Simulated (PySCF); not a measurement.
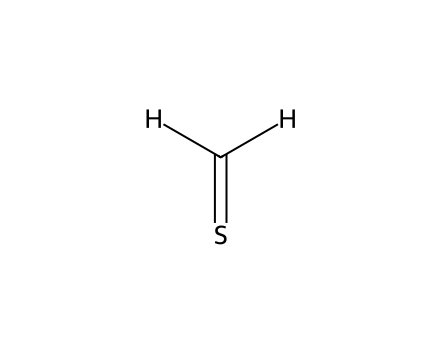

A structural formula.

Question: Give its SMILES.

Answer: C=S

Question: What is the molecular formula?

Answer: CH2S.

Question: An optimisation with GFN2-xTB gave a structure of which point group?

Answer: C2v.

More results for the same structure follow; atom numbers are the same in all pictures, views and colours differ. The geometry was computed by an optimisation with GFN2-xTB. No frequency run is at hand to confirm it as a minimum.

Shape

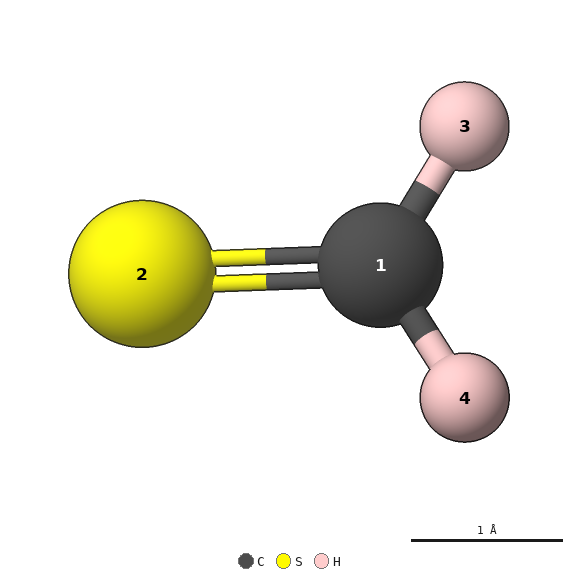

Numbered structure. No frequency run is at hand to confirm it as a minimum.

List the bonds and their lengths.

```json
{"bond": "C1–S2", "length (Å)": "1.605", "order": "double"}
{"bond": "C1–H3", "length (Å)": "1.082", "order": "single"}
{"bond": "C1–H4", "length (Å)": "1.082", "order": "single"}
```

Dipole moment

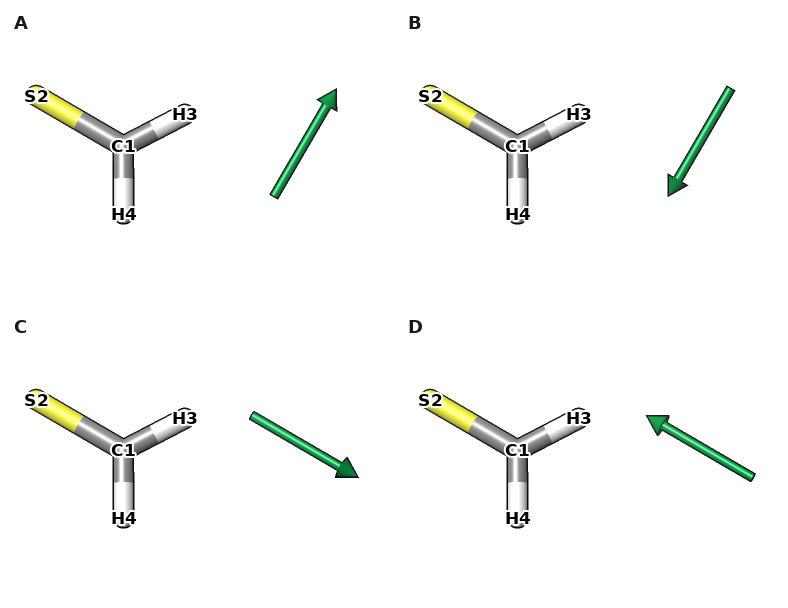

The same molecule four times, each with an arrow. No frequency run is at hand to confirm it as a minimum. Method: PBE0/def2-SVPD, gas phase (PySCF 2.14.0).

Question: Which arrow points along the dipole moment, from the negative to the positive end?

Answer: C. The dipole moment is 1.83 D; it points from the side of S2 to the side of H3, H4 (the outermost atoms at the two ends).

Charges

The questions are on Mulliken charges. No frequency run is at hand to confirm it as a minimum. Level of theory: PBE0/pcSseg-1, gas phase (PySCF 2.14.0).

Give the Mulliken charges atom by atom.

```csv
atom,value (e)
C1,−0.25
S2,−0.07
H3,0.16
H4,0.16
```

Excitation

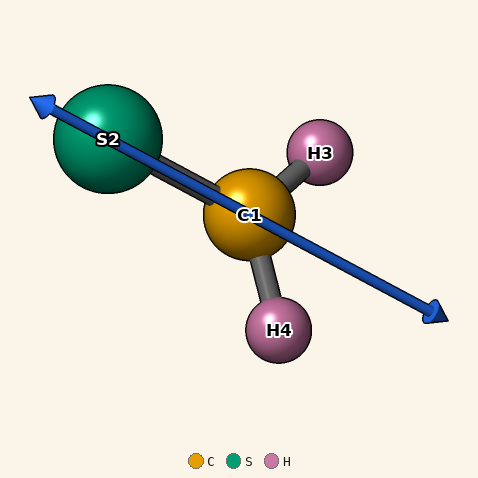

The double arrow shows the direction of the transition dipole to excited singlet state 3 (its length means nothing). No frequency run is at hand to confirm it as a minimum. Level of theory: TDDFT PBE0/def2-SVPD, vertical, gas phase, core orbitals frozen in the response (PySCF 2.14.0).

Question: How is the transition polarised?

Answer: In the molecular plane, nearly parallel to the C1–S2 bond.

Question: Give its energy, strength and character.

Answer: 6.51 eV (190 nm), oscillator strength 0.20, mainly HOMO−1 → LUMO (weight 0.93); transition dipole 2.81 D.

Mulliken values depend strongly on the basis set and can even reverse the polarity of a bond.
